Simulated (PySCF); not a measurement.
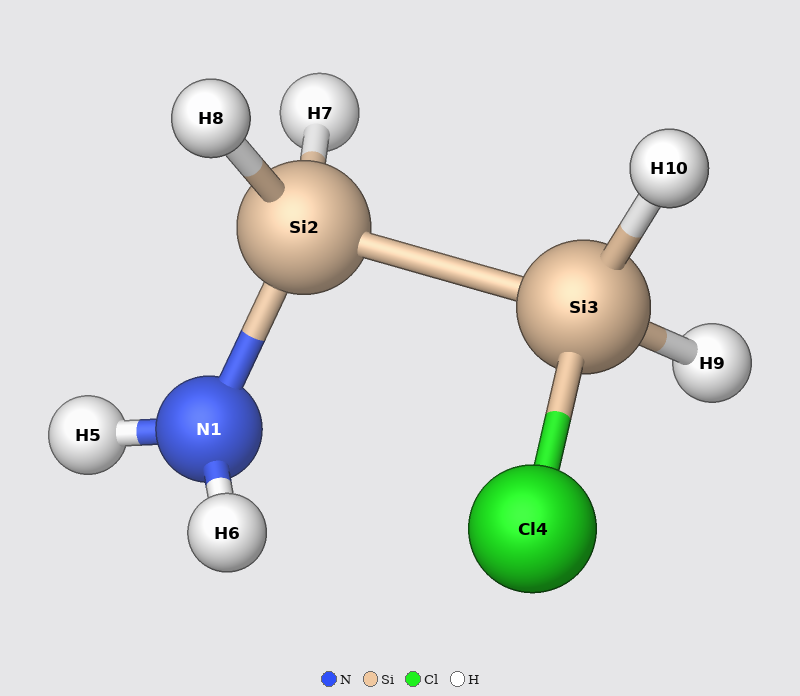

Computed geometry: PBE0-D3(BJ)/def2-SVP optimisation. No frequency run is at hand to confirm it as a minimum. Electric field gradients from the ground-state density, PBE0/6-31G* (PySCF 2.14.0), non-relativistic apart from any core potentials.

Give the largest field-gradient component, the quadrupole coupling constant and the asymmetry for 14N at N1 (Q = 20.44 mb), 35Cl at Cl4 (Q = −81.7 mb), 2H at H5 (Q = 2.86 mb), 2H at H6 (Q = 2.86 mb).

| atom | V_zz (a.u.) | e²qQ/h (MHz) | η |
| --- | --- | --- | --- |
| N1 | −0.880 | −4.23 | 0.24 |
| Cl4 | 2.126 | −40.8 | 0.04 |
| H5 | 0.399 | 0.268 | 0.16 |
| H6 | 0.389 | 0.261 | 0.17 |
